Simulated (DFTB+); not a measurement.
**Geometry relaxation, with input and output: GeSi$_{2}$H$_{8}$S (part 4 of 4)**

Continued. System: GeSi$_{2}$H$_{8}$S. Method: GFN2-xTB, R-SCC, dispersion built in (DFTB+ 25.1). The geometry: force field.

### The program's output, continued
```
 iSCC Total electronic   Diff electronic      SCC error
    1   -0.12819989E+02    0.00000000E+00    0.40343819E-01
    2   -0.12819965E+02   -0.54906297E-03    0.35648805E-01
    3   -0.12819890E+02    0.23576355E-04    0.46036643E-02
    4   -0.12819890E+02    0.75566727E-04    0.33180112E-02
    5   -0.12819886E+02    0.17773316E-06    0.24929881E-02
    6   -0.12819884E+02    0.32086261E-05    0.21153754E-02
    7   -0.12819876E+02    0.26441231E-05    0.73693924E-03
    8   -0.12819874E+02    0.77715559E-05    0.51428055E-03
    9   -0.12819870E+02    0.22906248E-05    0.21146503E-03
   10   -0.12819868E+02    0.38017403E-05    0.12201477E-03
   11   -0.12819868E+02    0.14982900E-05    0.44215320E-04
   12   -0.12819868E+02    0.73364458E-06    0.61351788E-05

Total Energy:                      -12.7461136452 H         -346.8394 eV
Extrapolated to 0K:                -12.7461136452 H         -346.8394 eV
Total Mermin free energy:          -12.7461136452 H         -346.8394 eV
Force related energy:              -12.7461136452 H         -346.8394 eV

Maximal force component:             0.417518E-02
Averaged force norm:                 0.235912E-02

--------------------------------------------------------------------------------

***  Geometry step: 33

 iSCC Total electronic   Diff electronic      SCC error
    1   -0.12819593E+02    0.00000000E+00    0.23255751E-01
    2   -0.12819609E+02    0.27459444E-03    0.20502894E-01
    3   -0.12819651E+02   -0.16412820E-04    0.26476646E-02
    4   -0.12819652E+02   -0.41758602E-04    0.19287079E-02
    5   -0.12819654E+02   -0.46289584E-06    0.14719524E-02
    6   -0.12819656E+02   -0.26890521E-05    0.12343401E-02
    7   -0.12819661E+02   -0.17349900E-05    0.42607800E-03
    8   -0.12819662E+02   -0.46853400E-05    0.29153896E-03
    9   -0.12819664E+02   -0.13853542E-05    0.10944008E-03
   10   -0.12819665E+02   -0.23025491E-05    0.70155136E-04
   11   -0.12819666E+02   -0.67732563E-06    0.25482213E-04
   12   -0.12819666E+02   -0.41656675E-06    0.35139614E-05

Total Energy:                      -12.7461570787 H         -346.8406 eV
Extrapolated to 0K:                -12.7461570787 H         -346.8406 eV
Total Mermin free energy:          -12.7461570787 H         -346.8406 eV
Force related energy:              -12.7461570787 H         -346.8406 eV

Maximal force component:             0.214976E-02
Averaged force norm:                 0.138171E-02

--------------------------------------------------------------------------------

***  Geometry step: 34

 iSCC Total electronic   Diff electronic      SCC error
    1   -0.12818991E+02    0.00000000E+00    0.53417985E-01
    2   -0.12818993E+02    0.67461061E-03    0.38729536E-01
    3   -0.12818926E+02   -0.24515256E-05    0.11565585E-01
    4   -0.12818885E+02    0.67907441E-04    0.43303179E-02
    5   -0.12818885E+02    0.41043282E-04    0.31657616E-02
    6   -0.12818896E+02   -0.44661611E-06    0.21262550E-02
    7   -0.12818904E+02   -0.10946731E-04    0.79453487E-03
    8   -0.12818904E+02   -0.84794842E-05    0.23358938E-03
    9   -0.12818903E+02    0.69250398E-06    0.16302303E-03
   10   -0.12818903E+02    0.32015113E-06    0.67426425E-04
   11   -0.12818903E+02    0.19946405E-06    0.22735507E-04
   12   -0.12818903E+02   -0.42164400E-07    0.64835397E-05

Total Energy:                      -12.7460681538 H         -346.8382 eV
Extrapolated to 0K:                -12.7460681538 H         -346.8382 eV
Total Mermin free energy:          -12.7460681538 H         -346.8382 eV
Force related energy:              -12.7460681538 H         -346.8382 eV

Maximal force component:             0.465745E-02
Averaged force norm:                 0.285945E-02

--------------------------------------------------------------------------------

***  Geometry step: 35

 iSCC Total electronic   Diff electronic      SCC error
    1   -0.12819363E+02    0.00000000E+00    0.33556590E-01
    2   -0.12819373E+02   -0.45985731E-03    0.23986488E-01
    3   -0.12819418E+02   -0.96915461E-05    0.78421976E-02
    4   -0.12819443E+02   -0.45252579E-04    0.27149072E-02
    5   -0.12819444E+02   -0.24668549E-04    0.19323750E-02
    6   -0.12819437E+02   -0.80835572E-06    0.13298822E-02
    7   -0.12819432E+02    0.60900718E-05    0.46160004E-03
    8   -0.12819433E+02    0.53802550E-05    0.14559485E-03
    9   -0.12819433E+02   -0.88341388E-06    0.97374147E-04
   10   -0.12819433E+02   -0.14278580E-06    0.42561313E-04
   11   -0.12819433E+02   -0.17301071E-06    0.13945402E-04
   12   -0.12819433E+02    0.24047315E-07    0.35499230E-05

Total Energy:                      -12.7462061796 H         -346.8419 eV
Extrapolated to 0K:                -12.7462061796 H         -346.8419 eV
Total Mermin free energy:          -12.7462061796 H         -346.8419 eV
Force related energy:              -12.7462061796 H         -346.8419 eV

Maximal force component:             0.890613E-03
Averaged force norm:                 0.665364E-03

Geometry converged

--------------------------------------------------------------------------------
--------------------------------------------------------------------------------
Pre-SCC initialisation                 +       0.05 (  8.6%)       0.05 (  8.5%)
SCC                                    +       0.43 ( 75.8%)       0.45 ( 76.1%)
Post-SCC processing                    +       0.09 ( 15.4%)       0.09 ( 15.1%)
--------------------------------------------------------------------------------
Missing                                +       0.00 (  0.3%)       0.00 (  0.3%)
Total                                  =       0.56 (100.0%)       0.59 (100.0%)
--------------------------------------------------------------------------------
```

### Trajectory as extended XYZ (Å, eV, eV/Å), 17 of the 36 frames kept, from step=0 to step=35
```
12
Properties=species:S:1:pos:R:3 step=0 energy=-346.41316
Si   -1.8453    0.5143    0.2681
Si   -0.3785   -0.9571    0.8850
S     1.4614    0.0145    1.3107
Ge    2.0845    0.2706   -0.8270
H    -3.1876   -0.1136    0.0399
H    -2.0228    1.5988    1.3024
H    -1.4490    1.1956   -0.9980
H    -0.1599   -1.9451   -0.1772
H    -0.8559   -1.6059    2.1442
H     3.4418    0.8495   -0.9164
H     1.9580   -1.1159   -1.5147
H     1.0301    1.2392   -1.4831
12
Properties=species:S:1:pos:R:3 step=2 energy=-346.64846
Si   -1.9118    0.5806    0.2476
Si   -0.3583   -1.0169    0.9125
S     1.4837    0.0182    1.3035
Ge    2.0521    0.2663   -0.8249
H    -3.1737   -0.1059    0.0417
H    -2.0227    1.5871    1.2886
H    -1.4552    1.1928   -0.9901
H    -0.1557   -1.9504   -0.1728
H    -0.8413   -1.6034    2.1331
H     3.4500    0.8512   -0.9163
H     1.9625   -1.1008   -1.5109
H     1.0472    1.2262   -1.4782
12
Properties=species:S:1:pos:R:3 step=4 energy=-346.69973
Si   -1.9261    0.5966    0.2466
Si   -0.3856   -1.0120    0.9089
S     1.5159    0.0169    1.2932
Ge    2.0266    0.2679   -0.8187
H    -3.1788   -0.0990    0.0388
H    -2.0308    1.5925    1.2832
H    -1.4650    1.2015   -0.9960
H    -0.1429   -1.9760   -0.1742
H    -0.8204   -1.6193    2.1470
H     3.4419    0.8445   -0.9150
H     1.9696   -1.0754   -1.5065
H     1.0722    1.2066   -1.4735
12
Properties=species:S:1:pos:R:3 step=7 energy=-346.76951
Si   -1.9162    0.5895    0.2469
Si   -0.3939   -0.9987    0.8986
S     1.5042   -0.0157    1.2942
Ge    2.0531    0.2699   -0.8073
H    -3.1993   -0.0864    0.0312
H    -2.0501    1.6164    1.2830
H    -1.4855    1.2209   -1.0083
H    -0.1313   -1.9937   -0.1455
H    -0.7761   -1.6367    2.1510
H     3.4172    0.8304   -0.9116
H     1.9772   -1.0571   -1.5125
H     1.0774    1.2061   -1.4858
12
Properties=species:S:1:pos:R:3 step=9 energy=-346.77300
Si   -1.9183    0.5926    0.2472
Si   -0.3928   -1.0014    0.9006
S     1.4989   -0.0259    1.2952
Ge    2.0580    0.2704   -0.8048
H    -3.2031   -0.0816    0.0294
H    -2.0554    1.6207    1.2800
H    -1.4920    1.2261   -1.0110
H    -0.1285   -1.9975   -0.1357
H    -0.7617   -1.6393    2.1476
H     3.4132    0.8275   -0.9106
H     1.9794   -1.0528   -1.5148
H     1.0791    1.2059   -1.4892
12
Properties=species:S:1:pos:R:3 step=11 energy=-346.78186
Si   -1.9420    0.6144    0.2369
Si   -0.4126   -1.0013    0.8895
S     1.4904   -0.0960    1.3044
Ge    2.0117    0.2638   -0.7887
H    -3.2250   -0.0317    0.0160
H    -2.1025    1.6557    1.2506
H    -1.5543    1.2653   -1.0176
H    -0.1022   -2.0459   -0.0656
H    -0.6434   -1.6780    2.1517
H     3.4441    0.8294   -0.8995
H     2.0020   -1.0229   -1.5390
H     1.1106    1.1922   -1.5047
12
Properties=species:S:1:pos:R:3 step=13 energy=-346.80617
Si   -1.9388    0.6119    0.2353
Si   -0.4380   -0.9876    0.8846
S     1.5175   -0.0830    1.3057
Ge    2.0442    0.2717   -0.7856
H    -3.2327   -0.0301    0.0147
H    -2.1061    1.6592    1.2486
H    -1.5595    1.2681   -1.0159
H    -0.1007   -2.0671   -0.0801
H    -0.6421   -1.6884    2.1723
H     3.4286    0.8235   -0.8900
H     2.0025   -1.0352   -1.5484
H     1.1018    1.2018   -1.5072
12
Properties=species:S:1:pos:R:3 step=15 energy=-346.81781
Si   -1.9491    0.6201    0.2359
Si   -0.4190   -1.0143    0.8993
S     1.5189   -0.0737    1.2983
Ge    2.0617    0.2666   -0.7932
H    -3.2374   -0.0336    0.0151
H    -2.1045    1.6574    1.2484
H    -1.5564    1.2691   -1.0188
H    -0.1097   -2.0601   -0.0817
H    -0.6494   -1.6799    2.1661
H     3.4233    0.8230   -0.8837
H     2.0019   -1.0373   -1.5484
H     1.0965    1.2075   -1.5034
12
Properties=species:S:1:pos:R:3 step=18 energy=-346.82500
Si   -1.9513    0.6106    0.2352
Si   -0.4034   -1.0185    0.9007
S     1.5212   -0.0710    1.2824
Ge    2.0507    0.2578   -0.8091
H    -3.2542   -0.0287    0.0128
H    -2.1140    1.6688    1.2481
H    -1.5655    1.2789   -1.0236
H    -0.1200   -2.0685   -0.0786
H    -0.6420   -1.6849    2.1813
H     3.4428    0.8311   -0.8685
H     2.0078   -1.0371   -1.5562
H     1.1047    1.2064   -1.4904
12
Properties=species:S:1:pos:R:3 step=20 energy=-346.83005
Si   -1.9457    0.6048    0.2385
Si   -0.4123   -1.0048    0.9024
S     1.5191   -0.0719    1.2798
Ge    2.0574    0.2651   -0.8098
H    -3.2524   -0.0265    0.0136
H    -2.1142    1.6636    1.2430
H    -1.5683    1.2757   -1.0178
H    -0.1224   -2.0723   -0.0815
H    -0.6413   -1.6829    2.1822
H     3.4408    0.8296   -0.8659
H     2.0098   -1.0421   -1.5620
H     1.1064    1.2066   -1.4884
12
Properties=species:S:1:pos:R:3 step=22 energy=-346.83298
Si   -1.9486    0.6044    0.2387
Si   -0.4144   -1.0088    0.9024
S     1.5191   -0.0723    1.2769
Ge    2.0630    0.2625   -0.8119
H    -3.2509   -0.0234    0.0144
H    -2.1158    1.6604    1.2385
H    -1.5721    1.2736   -1.0132
H    -0.1278   -2.0698   -0.0768
H    -0.6381   -1.6792    2.1812
H     3.4425    0.8296   -0.8621
H     2.0130   -1.0414   -1.5665
H     1.1069    1.2094   -1.4878
12
Properties=species:S:1:pos:R:3 step=24 energy=-346.83311
Si   -1.9493    0.6035    0.2390
Si   -0.4151   -1.0092    0.9028
S     1.5193   -0.0724    1.2750
Ge    2.0653    0.2620   -0.8134
H    -3.2513   -0.0219    0.0146
H    -2.1170    1.6596    1.2365
H    -1.5743    1.2734   -1.0116
H    -0.1302   -2.0702   -0.0753
H    -0.6362   -1.6784    2.1819
H     3.4436    0.8297   -0.8597
H     2.0145   -1.0418   -1.5690
H     1.1076    1.2104   -1.4868
12
Properties=species:S:1:pos:R:3 step=26 energy=-346.83419
Si   -1.9506    0.6002    0.2397
Si   -0.4158   -1.0096    0.9021
S     1.5180   -0.0745    1.2706
Ge    2.0653    0.2579   -0.8162
H    -3.2544   -0.0210    0.0151
H    -2.1199    1.6595    1.2356
H    -1.5778    1.2720   -1.0100
H    -0.1374   -2.0695   -0.0712
H    -0.6323   -1.6746    2.1844
H     3.4502    0.8309   -0.8552
H     2.0201   -1.0389   -1.5754
H     1.1115    1.2123   -1.4856
12
Properties=species:S:1:pos:R:3 step=28 energy=-346.83664
Si   -1.9564    0.5955    0.2438
Si   -0.4193   -1.0036    0.9070
S     1.5132   -0.0837    1.2627
Ge    2.0731    0.2583   -0.8197
H    -3.2661   -0.0250    0.0171
H    -2.1265    1.6591    1.2392
H    -1.5826    1.2670   -1.0118
H    -0.1566   -2.0739   -0.0680
H    -0.6243   -1.6617    2.1921
H     3.4597    0.8287   -0.8459
H     2.0374   -1.0322   -1.5966
H     1.1252    1.2164   -1.4860
12
Properties=species:S:1:pos:R:3 step=31 energy=-346.83995
Si   -1.9688    0.5963    0.2450
Si   -0.4256   -1.0035    0.9083
S     1.5141   -0.0917    1.2565
Ge    2.0850    0.2588   -0.8236
H    -3.2744   -0.0293    0.0204
H    -2.1330    1.6567    1.2428
H    -1.5877    1.2591   -1.0114
H    -0.1774   -2.0764   -0.0635
H    -0.6174   -1.6483    2.2026
H     3.4668    0.8250   -0.8365
H     2.0558   -1.0237   -1.6183
H     1.1395    1.2218   -1.4884
12
Properties=species:S:1:pos:R:3 step=33 energy=-346.84060
Si   -1.9773    0.5970    0.2457
Si   -0.4299   -1.0035    0.9091
S     1.5148   -0.0971    1.2523
Ge    2.0931    0.2591   -0.8263
H    -3.2800   -0.0321    0.0227
H    -2.1374    1.6552    1.2452
H    -1.5911    1.2538   -1.0111
H    -0.1915   -2.0781   -0.0604
H    -0.6128   -1.6393    2.2097
H     3.4715    0.8224   -0.8301
H     2.0684   -1.0179   -1.6329
H     1.1491    1.2255   -1.4900
12
Properties=species:S:1:pos:R:3 step=35 energy=-346.84194
Si   -1.9829    0.5972    0.2462
Si   -0.4372   -1.0028    0.9095
S     1.5191   -0.1014    1.2465
Ge    2.0951    0.2555   -0.8288
H    -3.2846   -0.0350    0.0253
H    -2.1421    1.6538    1.2475
H    -1.5948    1.2485   -1.0103
H    -0.2036   -2.0806   -0.0583
H    -0.6108   -1.6316    2.2169
H     3.4802    0.8220   -0.8246
H     2.0795   -1.0099   -1.6436
H     1.1587    1.2293   -1.4925
```

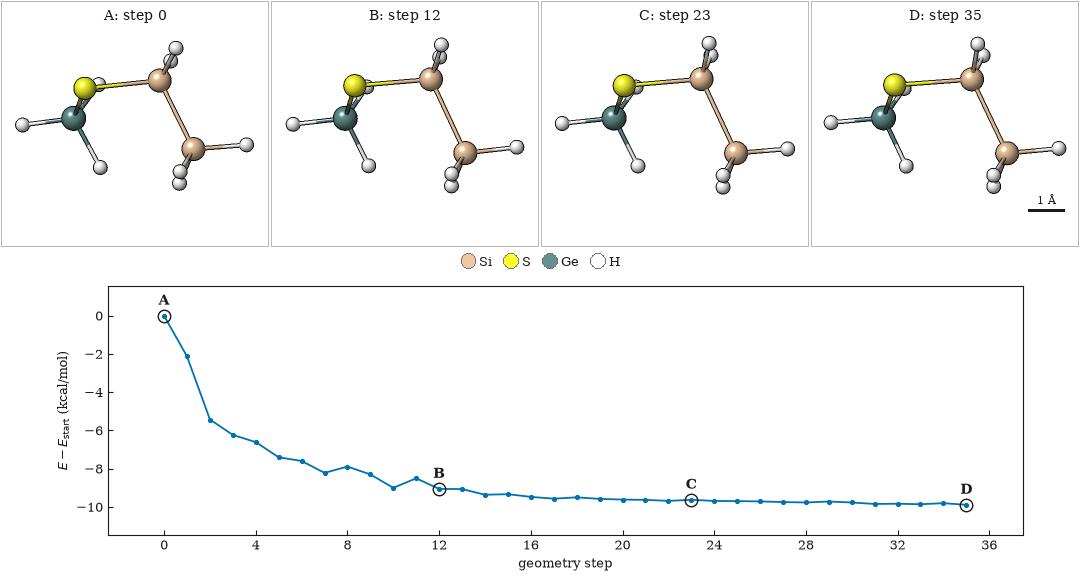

Frames of the relaxation (ball-and-stick view, seen at a tilt) above the curves, on which the letters mark them (steps are counted from 0).

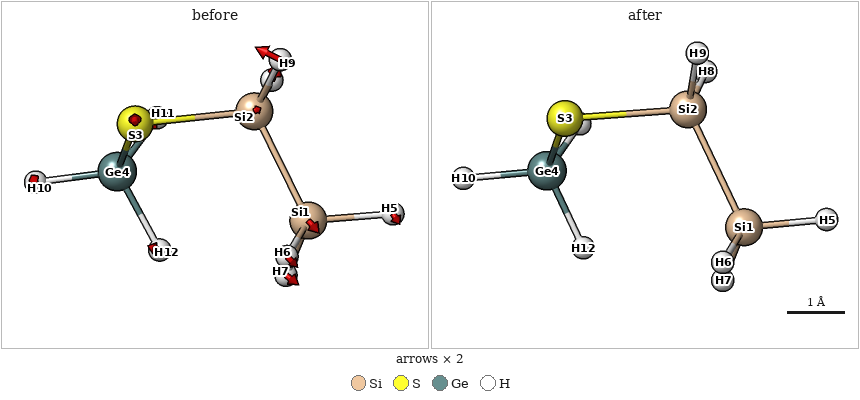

Before (left) and after (right) the relaxation, at one scale (ball-and-stick view, seen at a tilt). The red arrows give the displacements, magnified 2 times. H9 moves most after the best rigid fit: 0.26 Å. By element the largest moves are H 0.26 Å, Si 0.16 Å, S 0.14 Å, Ge 0.02 Å. Distances before and after: Si1–Si2 2.167 → 2.321 Å, Ge4–H12 1.575 → 1.505 Å, S3–Ge4 2.241 → 2.183 Å, Si2–S3 2.124 → 2.180 Å. Among the angles that change: Si1–Si2–H9 108.6° → 118.2°, S3–Si2–H9 107.8° → 98.4°, S3–Ge4–H12 106.3° → 111.1°. Over 35 geometry steps the energy falls by 9.89 kcal/mol. (Atoms are counted from 1 in the order of the input.)

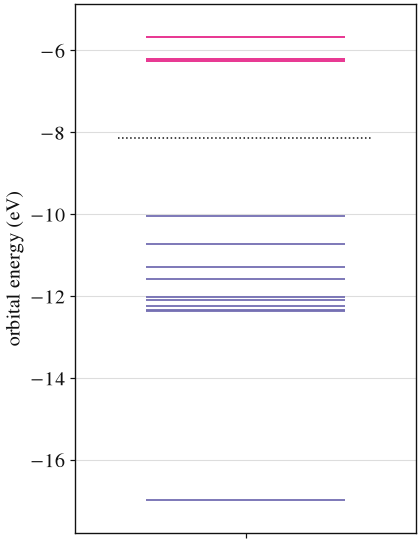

Orbital energies near the frontier; the dotted line parts filled from empty levels, and levels within 0.02 eV of each other stand side by side. Highest filled −10.04 eV, lowest empty −6.26 eV, 3.78 eV apart.

The run was set up as follows.

### Input file (dftb_in.hsd)
```
Geometry = GenFormat {
  <<< "geo.gen"
}
Driver = ConjugateGradient {
  MovedAtoms = 1:-1
  MaxForceComponent = 0.001
  MaxSteps = 100
  AppendGeometries = Yes
}
Hamiltonian = xTB {
  Method = "GFN2-xTB"
  Charge = 0
}
Analysis = {
  PrintForces = Yes
}
Options = {
  WriteResultsTag = Yes
}
InputVersion = 25.1
```

### File geo.gen
```
12 C
Si S Ge H
   1  1     -1.845300      0.514300      0.268100
   2  1     -0.378500     -0.957100      0.885000
   3  2      1.461400      0.014500      1.310700
   4  3      2.084500      0.270600     -0.827000
   5  4     -3.187600     -0.113600      0.039900
   6  4     -2.022800      1.598800      1.302400
   7  4     -1.449000      1.195600     -0.998000
   8  4     -0.159900     -1.945100     -0.177200
   9  4     -0.855900     -1.605900      2.144200
  10  4      3.441800      0.849500     -0.916400
  11  4      1.958000     -1.115900     -1.514700
  12  4      1.030100      1.239200     -1.483100
```

Command:
```bash
dftb+ > dftb.out
```

### Summary

| quantity | value |
| --- | --- |
| outcome | converged |
| Mermin free energy | −12.746206 hartree |
| basis functions | 44 |
| largest force | 0.049 eV/Å |
| HOMO | −10.04 eV |
| LUMO | −6.26 eV |
| dipole moment | 2.96 D |
| hardware | 1 thread of Intel Xeon @ 2.90GHz (Ice Lake), 32 GiB of memory available, shared host |
| wall time | 0.65 s |
| peak memory | 0.071 GiB |

Settings chosen away from the usual ones: optimiser.
